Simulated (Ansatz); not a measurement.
## A defect in a wire: SiC wire along [110], 4 atoms a period, H-terminated, Mn in place of one edge or surface Si

Aim: how much does this defect scatter, and at which energies?

Method: DFT PBE, plane waves, PAW; relaxation of a wire's period, in the first sound run; inputs show where later runs differ, in Ansatz 0.2.0.

### 1. Set-up

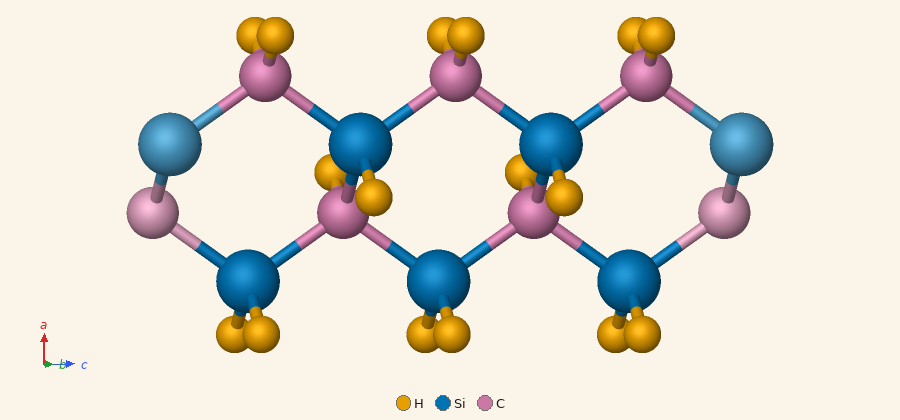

The starting structure, seen from the side, with the c axis across the page (hydrogen orange, silicon blue, carbon pink). 1×1×2 cells are drawn. Some periodic images of atoms are drawn too.

The cell holds 10 atoms: 6 H, 2 Si and 2 C. Cell: a = 11.580 Å, b = 10.749 Å, c = 3.097 Å, α = 90.0°, β = 90.0°, γ = 90.0°. Vacuum lies along a and b. The structure's axis is c.

### 2. Relaxation of atoms and period

Band widths follow the bond lengths, so the wire is relaxed first. The atoms and the third cell vector are free; the box across stays fixed as vacuum. A Fermi-Dirac smearing is set since the result may be a metal. The pressure printed is a third of the stress's trace over the whole box, vacuum included; only the stress along the axis is relaxed.

input.yaml reads:

```yaml
crystal:
  lattice:
    - [11.58, 0.0, 0.0]
    - [0.0, 10.749, 0.0]
    - [0.0, 0.0, 3.0971277016]
  atoms:
    - { symbol: H, position: [0.293609672, 0.539631589, 0.0] }
    - { symbol: Si, position: [0.36690025, 0.427970041, 0.0] }
    - { symbol: C, position: [0.650579007, 0.572035894, 0.0] }
    - { symbol: H, position: [0.706419447, 0.657111359, 0.0] }
    - { symbol: H, position: [0.706419447, 0.486960429, 0.0] }
    - { symbol: C, position: [0.461459836, 0.427970041, 0.5] }
    - { symbol: H, position: [0.482728843, 0.683697442, 0.5] }
    - { symbol: H, position: [0.517300276, 0.342894577, 0.5] }
    - { symbol: Si, position: [0.556019421, 0.572035894, 0.5] }
    - { symbol: H, position: [0.293609672, 0.316308494, 0.0] }
kpoints:
  mp_grid: { grid: [1, 1, 26] }
scf:
  occupations: { method: fermi_dirac, width: 0.05 }
hamiltonian:
  xc: pbe
relax:
  cell: { fix: [a, b, alpha, beta, gamma] }
  max_steps: 60
```

On the command line:

```console
ansatz run input.yaml --threads 4 --pin off --max-ram 16384MiB --backend cpu --events-out ev --progress --plain --runs-dir out
```

Numbers of over 12 decimals in the logs are rounded to 6 here.

The log of the run:

```text
Engine: ansatz 0.2.0, aarch64-unknown-linux-gnu
Pseudopotentials: kind: paw
Pseudopotential: H, paw, valence charge 1, recommended cutoff 420 eV (normal), H.paw.azcp
Pseudopotential: Si, paw, valence charge 4, recommended cutoff 420 eV (normal), Si.paw.azcp
Pseudopotential: C, paw, valence charge 4, recommended cutoff 420 eV (normal), C.paw.azcp
Functional definition: PBE
  parameter kappa = 0.804
  parameter beta = 0.066725
  exchange = pbe_x(kappa = kappa, mu = beta*pi^2/3)
  correlation = pbe_c(beta = beta)
Crystal: 10 atoms, lattice volume = 385.510 Å³
Basis set: ecut = 420 eV, 7511 PW (Γ), exchange–correlation on 160×144×48 points (8 copies of the dense FFT grid, shifted against one another)
Bands: 21, of which v1, the nominal top of the filled ones, is band 11 counted from 1 (10 counted from 0)
Symmetry: 2 space group operations
Space group: Pm (ITA 6), of the structure as read, at distance tolerance 7.3e-5 Å
k-points: 14 of 26
Non-local potential: H, projectors of the file, l = 0: 2, l = 1: 1
Non-local potential: Si, projectors of the file, l = 0: 2, l = 1: 2, l = 2: 2
Non-local potential: C, projectors of the file, l = 0: 2, l = 1: 2, l = 2: 1
PAW form: soft (Blöchl's): semilocal exchange-correlation on the pseudo side does not see the compensation charge
PAW one-centre angular grid: H, 110 points (default); XC on 64 Gauss nodes
PAW one-centre angular grid: Si, 110 points (default); XC on 64 Gauss nodes
PAW one-centre angular grid: C, 110 points (default); XC on 64 Gauss nodes
Initial density: superposition of atomic densities (neutral atoms: chi_scale 0, normalization atom), corrected by the library's trained network
Initial wavefunctions: pseudopotential atomic-orbital guess
Functional: x = pbe(κ = 0.804, μ = 0.219515), c = pbe(β = 0.066725)
SCF iter   1: F=—  HF=-1869.846029 eV  |F-HF|=—  |Δ(HF+E_count)|=         —  Δρ=1.97e-3  dr2=2.27e-2  ethr=1.77e-3  ⟨swp⟩=8.4  Hψ=2187  notcnv=0  defer=7
preconditioner: auto → Resta (q_TF=auto, 1.693 Å⁻¹)  ε∞=1.6  [insulator: Δε(μ)=4.254 eV  Ē_g=11.347 eV  σ=0.050 eV  W_gap=1.00  n_scr=26 (ndim 8)  ℏωp=8.9 eV  f_vac=0.658  D(μ)=0.00/eV (n_scr^D=0)  ε∞_Penn≈1.6  vacuum switching on, ρ_ref=9.3e-3 e/Å³]
SCF iter   2: F=—  HF=-1869.851163 eV  |F-HF|=—  |Δ(HF+E_count)|=   5.13e-3  Δρ=8.08e-4  dr2=3.86e-3  ethr=1.03e-4  ⟨swp⟩=2.3  Hψ=587  notcnv=0  defer=61
SCF iter   3: F=—  HF=-1869.852786 eV  |F-HF|=—  |Δ(HF+E_count)|=   1.62e-3  Δρ=3.46e-4  dr2=7.13e-4  ethr=1.75e-5  ⟨swp⟩=2.1  Hψ=418  notcnv=0  defer=61
SCF iter   4: F=—  HF=-1869.853570 eV  |F-HF|=—  |Δ(HF+E_count)|=   7.85e-4  Δρ=7.57e-5  dr2=3.80e-5  ethr=3.24e-6  ⟨swp⟩=2.4  Hψ=444  notcnv=0  defer=61
SCF iter   5: F=—  HF=-1869.853623 eV  |F-HF|=—  |Δ(HF+E_count)|=   5.27e-5  Δρ=3.02e-5  dr2=3.77e-6  ethr=1.73e-7  ⟨swp⟩=2.4  Hψ=431  notcnv=0  defer=61
SCF iter   6: F=—  HF=-1869.853624 eV  |F-HF|=—  |Δ(HF+E_count)|=   9.58e-7  Δρ=8.60e-6  dr2=2.35e-7  ethr=1.71e-8  ⟨swp⟩=2.1  Hψ=367  notcnv=0  defer=61
SCF iter   7: F=-1869.853624 eV  HF=-1869.853624 eV  |F-HF|=8.94e-9  |Δ(HF+E_count)|=   1.64e-7  Δρ=2.69e-6  dr2=3.48e-8  ethr=4.55e-10  ⟨swp⟩=5.0  Hψ=937  notcnv=0
SCF 1 converged in 7 iterations: F = -1869.853624 eV  dr2 = 3.48e-8
  greatest PAW one-centre occupation: 0.644 electrons in one spin orbital (limit 2), on the C atom at site 2 (counted from 0), in its partial waves of l = 0
relax step   1: F+E_penalty+E_count = -1869.85362399 eV  Δ(F+E_penalty+E_count) = +0.000e0 eV  max|allowed force component| = 1.146e0 eV/Å  Δτ_max = 0.0000 Å  P = -0.012 GPa  Ω = 385.510 Å³  fix = [a, b, alpha, beta, gamma]  reactions: a -0.282, b -0.144 GPa; gamma -0.138 GPa/rad  (7 SCF iters, dr2 threshold 1.00e-7 eV, accepted)
Crystal: 10 atoms, lattice volume = 392.795 Å³
Basis set: ecut = 420 eV, 7667 PW (Γ), exchange–correlation on 160×144×48 points (8 copies of the dense FFT grid, shifted against one another)
Initial density: handed on by an earlier stage of this run
Initial wavefunctions: those handed on with the density
iter 1 solved again at ethr=1.92e-4 eV; its pass at ethr=3.10e-3 eV (dr2=4.23e-2 eV) is discarded
SCF iter   1: F=—  HF=-1869.944362 eV  |F-HF|=—  |Δ(HF+E_count)|=         —  Δρ=3.23e-3  dr2=4.42e-2  ethr=1.92e-4  ⟨swp⟩=1.8  Hψ=1887  notcnv=0
preconditioner: auto → Resta (q_TF=auto, 1.688 Å⁻¹)  ε∞=1.6  [insulator: Δε(μ)=4.581 eV  Ē_g=11.377 eV  σ=0.050 eV  W_gap=1.00  n_scr=26 (ndim 8)  ℏωp=8.8 eV  f_vac=0.672  D(μ)=0.00/eV (n_scr^D=0)  ε∞_Penn≈1.6  vacuum switching on, ρ_ref=9.4e-3 e/Å³]
SCF iter   2: F=—  HF=-1869.933325 eV  |F-HF|=—  |Δ(HF+E_count)|=   1.10e-2  Δρ=1.51e-3  dr2=5.59e-3  ethr=1.92e-4  ⟨swp⟩=3.5  Hψ=547  notcnv=0
SCF iter   3: F=—  HF=-1869.932753 eV  |F-HF|=—  |Δ(HF+E_count)|=   5.72e-4  Δρ=4.49e-4  dr2=5.60e-4  ethr=2.54e-5  ⟨swp⟩=2.3  Hψ=454  notcnv=0
SCF iter   4: F=—  HF=-1869.932807 eV  |F-HF|=—  |Δ(HF+E_count)|=   5.41e-5  Δρ=7.04e-5  dr2=1.43e-5  ethr=2.54e-6  ⟨swp⟩=2.2  Hψ=430  notcnv=0
SCF iter   5: F=—  HF=-1869.932812 eV  |F-HF|=—  |Δ(HF+E_count)|=   4.95e-6  Δρ=2.46e-5  dr2=2.69e-6  ethr=4.55e-9  ⟨swp⟩=6.0  Hψ=1015  notcnv=0
SCF iter   6: F=-1869.932812 eV  HF=-1869.932812 eV  |F-HF|=2.16e-8  |Δ(HF+E_count)|=   4.12e-7  Δρ=5.78e-6  dr2=1.18e-7  ethr=4.55e-9  ⟨swp⟩=5.1  Hψ=933  notcnv=0
SCF 2 converged in 6 iterations: F = -1869.932812 eV  dr2 = 1.18e-7
  greatest PAW one-centre occupation: 0.648 electrons in one spin orbital (limit 2), on the C atom at site 2 (counted from 0), in its partial waves of l = 0
relax step   2: F+E_penalty+E_count = -1869.93281175 eV  Δ(F+E_penalty+E_count) = -7.919e-2 eV  max|allowed force component| = 1.736e-1 eV/Å  Δτ_max = 0.0522 Å  P = -0.062 GPa  Ω = 392.795 Å³  energy of the carried Pulay correction = -2.810e-3 eV  fix = [a, b, alpha, beta, gamma]  reactions: a +0.008, b +0.108 GPa; gamma +0.151 GPa/rad  (6 SCF iters, dr2 threshold 1.00e-6 eV, accepted)
Crystal: 10 atoms, lattice volume = 391.500 Å³
Basis set: ecut = 420 eV, 7631 PW (Γ), exchange–correlation on 160×144×48 points (8 copies of the dense FFT grid, shifted against one another)
iter 1 solved again at ethr=2.57e-5 eV; its pass at ethr=3.10e-3 eV (dr2=5.65e-3 eV) is discarded
SCF iter   1: F=—  HF=-1869.943341 eV  |F-HF|=—  |Δ(HF+E_count)|=         —  Δρ=1.24e-3  dr2=5.98e-3  ethr=2.57e-5  ⟨swp⟩=2.4  Hψ=1684  notcnv=0
preconditioner: auto → Resta (q_TF=auto, 1.689 Å⁻¹)  ε∞=1.6  [insulator: Δε(μ)=4.660 eV  Ē_g=11.424 eV  σ=0.050 eV  W_gap=1.00  n_scr=26 (ndim 8)  ℏωp=8.8 eV  f_vac=0.666  D(μ)=0.00/eV (n_scr^D=0)  ε∞_Penn≈1.6  vacuum switching on, ρ_ref=9.5e-3 e/Å³]
SCF iter   2: F=—  HF=-1869.941834 eV  |F-HF|=—  |Δ(HF+E_count)|=   1.51e-3  Δρ=5.30e-4  dr2=6.36e-4  ethr=2.57e-5  ⟨swp⟩=2.1  Hψ=409  notcnv=0
SCF iter   3: F=—  HF=-1869.941795 eV  |F-HF|=—  |Δ(HF+E_count)|=   3.88e-5  Δρ=2.13e-4  dr2=9.79e-5  ethr=2.89e-6  ⟨swp⟩=2.2  Hψ=429  notcnv=0
SCF iter   4: F=—  HF=-1869.941792 eV  |F-HF|=—  |Δ(HF+E_count)|=   3.73e-6  Δρ=3.45e-5  dr2=4.02e-6  ethr=4.45e-7  ⟨swp⟩=2.9  Hψ=476  notcnv=0
SCF iter   5: F=-1869.941791 eV  HF=-1869.941791 eV  |F-HF|=5.17e-8  |Δ(HF+E_count)|=   2.25e-7  Δρ=1.03e-5  dr2=3.26e-7  ethr=4.55e-9  ⟨swp⟩=5.0  Hψ=934  notcnv=0
SCF 3 converged in 5 iterations: F = -1869.941791 eV  dr2 = 3.26e-7
relax step   3: F+E_penalty+E_count = -1869.94179143 eV  Δ(F+E_penalty+E_count) = -8.980e-3 eV  max|allowed force component| = 4.137e-2 eV/Å  Δτ_max = 0.0201 Å  P = -0.063 GPa  Ω = 391.500 Å³  energy of the carried Pulay correction = -2.314e-3 eV  fix = [a, b, alpha, beta, gamma]  reactions: a -0.031, b -0.017 GPa; gamma +0.011 GPa/rad  (5 SCF iters, dr2 threshold 1.00e-6 eV, accepted)
[...]
relax step   4: F+E_penalty+E_count = -1869.94374245 eV  Δ(F+E_penalty+E_count) = -1.951e-3 eV  max|allowed force component| = 1.055e-1 eV/Å  Δτ_max = 0.0272 Å  P = +0.007 GPa  Ω = 390.366 Å³  energy of the carried Pulay correction = -1.879e-3 eV  fix = [a, b, alpha, beta, gamma]  reactions: a +0.002, b -0.042 GPa; gamma -0.012 GPa/rad  (6 SCF iters, dr2 threshold 1.07e-7 eV, accepted)
[...]
relax step   5: F+E_penalty+E_count = -1869.94440838 eV  Δ(F+E_penalty+E_count) = -6.659e-4 eV  max|allowed force component| = 2.210e-2 eV/Å  Δτ_max = 0.0240 Å  P = +0.012 GPa  Ω = 390.649 Å³  energy of the carried Pulay correction = -1.988e-3 eV  fix = [a, b, alpha, beta, gamma]  reactions: a +0.018, b +0.018 GPa; gamma -0.000 GPa/rad  (5 SCF iters, dr2 threshold 6.96e-7 eV, accepted)
[...]
relax step   6: F+E_penalty+E_count = -1869.94454336 eV  Δ(F+E_penalty+E_count) = -1.350e-4 eV  max|allowed force component| = 9.508e-3 eV/Å  Δτ_max = 0.0127 Å  P = -0.005 GPa  Ω = 390.653 Å³  energy of the carried Pulay correction = -1.989e-3 eV  fix = [a, b, alpha, beta, gamma]  reactions: a -0.009, b -0.006 GPa; gamma +0.003 GPa/rad  (6 SCF iters, dr2 threshold 3.05e-8 eV, accepted)
Initial wavefunctions: pseudopotential atomic-orbital guess (no wavefunctions were taken with the density)
iter 1 solved again at ethr=1.89e-6 eV; its pass at ethr=3.10e-3 eV (dr2=4.15e-4 eV) is discarded
SCF iter   1: F=—  HF=-1869.945358 eV  |F-HF|=—  |Δ(HF+E_count)|=         —  Δρ=6.60e-5  dr2=9.27e-7  ethr=1.89e-6  ⟨swp⟩=3.5  Hψ=2982  notcnv=0
eigensolver tolerance schedule: the retry pair's looser diagonalisation over-reported the residual by 447.22 of it (diagonalisation noise at 0.37 of the residual, at the tolerance the schedule requests for it); recorded, not acted on — ethr = c·dr2/N_el stays at c = 1.0e-1
preconditioner: auto → Resta (q_TF=auto, 1.689 Å⁻¹)  ε∞=1.6  [insulator: Δε(μ)=4.620 eV  Ē_g=11.425 eV  σ=0.050 eV  W_gap=1.00  n_scr=26 (ndim 8)  ℏωp=8.8 eV  f_vac=0.666  D(μ)=0.00/eV (n_scr^D=0)  ε∞_Penn≈1.6  vacuum switching on, ρ_ref=9.5e-3 e/Å³]
SCF iter   2: F=—  HF=-1869.946367 eV  |F-HF|=—  |Δ(HF+E_count)|=   1.01e-3  Δρ=3.32e-5  dr2=2.20e-7  ethr=4.21e-9  ⟨swp⟩=2.6  Hψ=518  notcnv=0
SCF iter   3: F=—  HF=-1869.946863 eV  |F-HF|=—  |Δ(HF+E_count)|=   4.96e-4  Δρ=6.81e-6  dr2=4.18e-8  ethr=9.98e-10  ⟨swp⟩=2.6  Hψ=556  notcnv=0
SCF iter   4: F=—  HF=-1869.946897 eV  |F-HF|=—  |Δ(HF+E_count)|=   3.39e-5  Δρ=8.77e-7  dr2=2.33e-9  ethr=1.90e-10  ⟨swp⟩=2.0  Hψ=447  notcnv=0
SCF iter   5: F=—  HF=-1869.946898 eV  |F-HF|=—  |Δ(HF+E_count)|=   8.44e-7  Δρ=2.47e-7  dr2=4.15e-10  ethr=1.06e-11  ⟨swp⟩=2.7  Hψ=494  notcnv=0
SCF iter   6: F=-1869.946898 eV  HF=-1869.946898 eV  |F-HF|=5.60e-10  |Δ(HF+E_count)|=  5.81e-10  Δρ=8.55e-8  dr2=3.23e-11  ethr=1.00e-12  ⟨swp⟩=5.6  Hψ=956  notcnv=0
SCF 7 converged in 6 iterations: F = -1869.946898 eV  dr2 = 3.23e-11
relax step   7: F+E_penalty+E_count = -1869.94689773 eV  Δ(F+E_penalty+E_count) = -2.354e-3 eV  max|allowed force component| = 9.572e-3 eV/Å  Δτ_max = 0.0000 Å  P = +0.002 GPa  Ω = 390.653 Å³  fix = [a, b, alpha, beta, gamma]  reactions: a -0.005, b -0.007 GPa; gamma +0.000 GPa/rad  stress off target by 1.84e-2 GPa on what of the cell is left free  SCF on the basis re-selected at this cell (its energy is not comparable with the rows above)  (6 SCF iters)
basis re-selected at this cell: Δ(F+E_penalty+E_count) = -2.354e-3 eV, ΔP = +0.007 GPa vs the last step (what re-selecting the basis moved, of the pressure what is left beyond the Pulay correction that the steps carried, after the strain that the cell walked since its last selection, with what the two solves' SCF thresholds leave and, on support functions, any second-order correction that the steps lacked; it is no m [...]
SCF converged after 6 iterations
Free energy (F): -1869.946898 eV
Harris-Foulkes:  -1869.946898 eV  (|F-HF|=5.60e-10)
Internal energy: -1869.946898 eV  (E = F + TS)
E sigma→0 (E₀):  -1869.946898 eV
Fermi energy:    -1.755733 eV
--- Per-component energies (eV) ---
  E_band       = -193.812623
  E_kinetic    = 347.631594
  E_local      = -2663.210072  (includes V_loc(G=0)·N_el)
  E_nonlocal   = 114.594130
  E_hartree    = 1156.786128
  E_xc         = -261.718883
  E_vxc        = -283.611264  (∫ρ·V_xc dr)
  E_paw        = -1227.737184  (= ΣΔE_a)
  E_vpaw       = -22.781550  (= ΣTr[D̂ρ^β])
  E_aug_tail   = -0.007774  (compensation charges beyond the density's cutoff)
  E_ewald      = 663.715164
  E_smearing   = -0.000000  (= −TS)
  E_closure    = 0.000000  (closes the sum)
  Σ components = -1869.946898   (vs F -1869.946898, Δ=0.00e0)
--- Forces (eV/Å), atoms counted from 1 ---
  atom   1  H     -0.00194125    -0.00174805     0.00000000
  atom   2  Si    -0.00023418    -0.00147423     0.00000000
  atom   3  C      0.00367726    -0.00957231     0.00000000
  atom   4  H     -0.00146173    -0.00005544     0.00000000
  atom   5  H     -0.00143566     0.00335045     0.00000000
  atom   6  C      0.00135526    -0.00028381     0.00000000
  atom   7  H      0.00224464    -0.00120162     0.00000000
  atom   8  H     -0.00079009     0.00277241     0.00000000
  atom   9  Si    -0.00065697     0.00626164     0.00000000
  atom  10  H     -0.00075553     0.00195141     0.00000000
  max |Σ_I F_I| component: 1.74e-6 eV/Å
--- Stress (GPa, compression-positive) ---
       -0.004590      -0.000458       0.000000
       -0.000458      -0.006797       0.000000
        0.000000       0.000000       0.018399
  P = ⅓ Tr σ = 0.0023 GPa (0.023 kbar)
--- Relaxed structure (6 steps of the walk, 6 accepted, 1 SCFs on fresh bases) ---
  F+E_penalty+E_count = -1869.94689773 eV   max|allowed force component| = 9.572e-3 eV/Å   (the final SCF, on the basis selected at the relaxed cell)
  cell:  # Å, volume = 390.6532 Å³
    - [11.58, 0, 0.0]
    - [0, 10.749, 0.0]
    - [0.0, 0.0, 3.138447]
  atoms:
    - { symbol: H, position: [0.287120, 0.537065, 0.0] }
    - { symbol: Si, position: [0.367590, 0.428076, 0.0] }
    - { symbol: C, position: [0.650618, 0.570227, 0.0] }
    - { symbol: H, position: [0.707816, 0.652153, 0.0] }
    - { symbol: H, position: [0.706843, 0.487419, 0.0] }
    - { symbol: C, position: [0.458408, 0.433442, 0.5] }
    - { symbol: H, position: [0.488619, 0.687049, 0.5] }
    - { symbol: H, position: [0.511972, 0.348164, 0.5] }
    - { symbol: Si, position: [0.560481, 0.570918, 0.5] }
    - { symbol: H, position: [0.295579, 0.312102, 0.0] }
```

It took 17 s on 4 threads of Arm Neoverse V1, shared host; peak memory 0.6 GiB.

Step by step:

```csv
step,energy less that of the first step (eV),largest force component (eV/Å),pressure (GPa),volume (Å³)
1,0.0000,1.1462,-0.01,385.51
2,-0.0792,0.1736,-0.06,392.80
3,-0.0882,0.0414,-0.06,391.50
4,-0.0901,0.1055,0.01,390.37
5,-0.0908,0.0221,0.01,390.65
6,-0.0909,0.0095,-0.01,390.65
7*,-0.0933,0.0096,0.00,390.65
```

Relaxation steps marked * repeat the geometry before them on a plane-wave basis chosen anew for their cell, so energy and pressure can jump there.

Forces are held to the 2 operations that the run works with; a distortion that breaks them can't arise in this run.

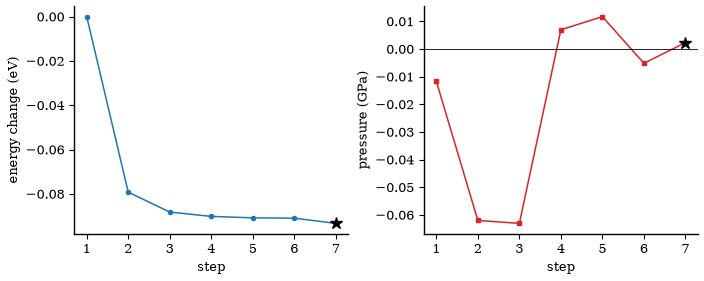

Energy and pressure along the relaxation. Stars mark steps on a basis chosen anew.

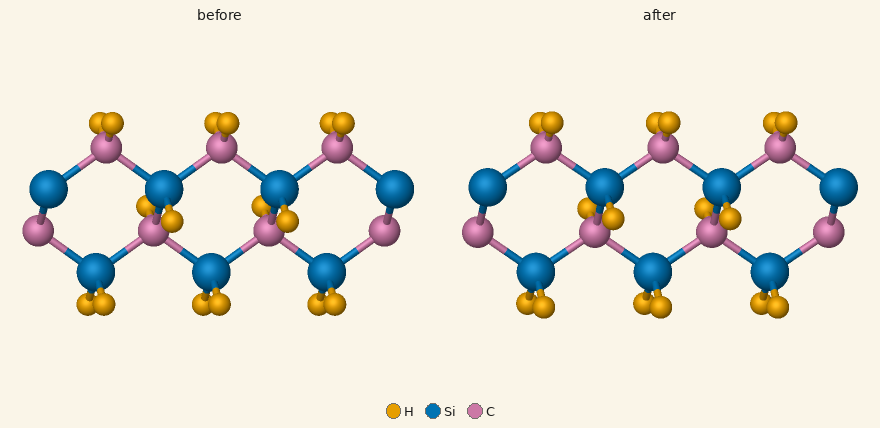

The structure before and after the relaxation, drawn at the same scale.

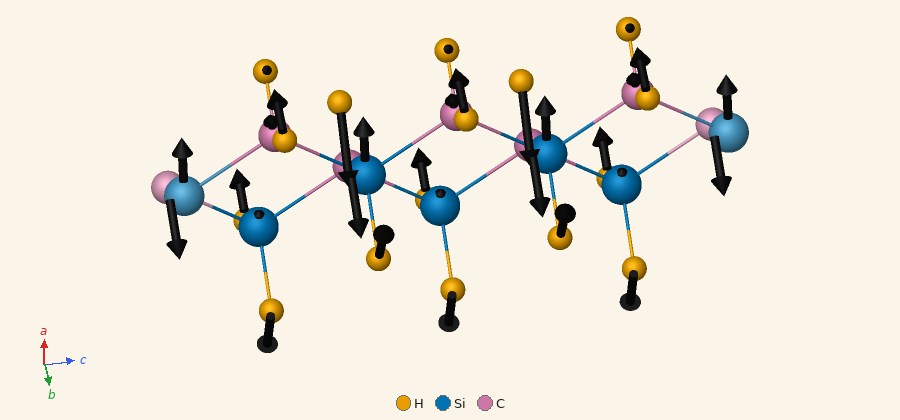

Displacements in the relaxation, exaggerated, measured against the changing cell; the longest in the cell stands for 0.08 Å. 1×1×2 cells are drawn. Some periodic images of atoms are drawn too.

```csv
cell as run,before,after,change
c (Å),3.097,3.138,+1.3 %
```

The atoms that moved most (Å, along periodic axes as changes of fractional coordinates times the final cell, across vacuum about the mean position):

```csv
atom,dx,dy,dz,length
H8,-0.062,0.057,0.000,0.084
H1,-0.075,-0.028,0.000,0.080
H7,0.068,0.036,0.000,0.077
C6,-0.035,0.059,0.000,0.069
H4,0.016,-0.053,0.000,0.056
Si9,0.052,-0.012,0.000,0.053
H10,0.023,-0.045,0.000,0.051
C3,0.000,-0.019,0.000,0.019
```

This step gave:

```yaml
cell_length_along_the_wire: 3.138 Å
```

The cell's length comes to 3.138 Å with spin left out.

[end of part 1 of 5]

[Logs are printed without paths, hosts, clocks, repeated set-up lines and the standing remarks that a program may print on its own settings, such as how far it seeks lower states.]

[Hosts, paths, dates, database ids (printed as entryN), source tags and the programs' standing remarks are cut or masked in the printed files.]
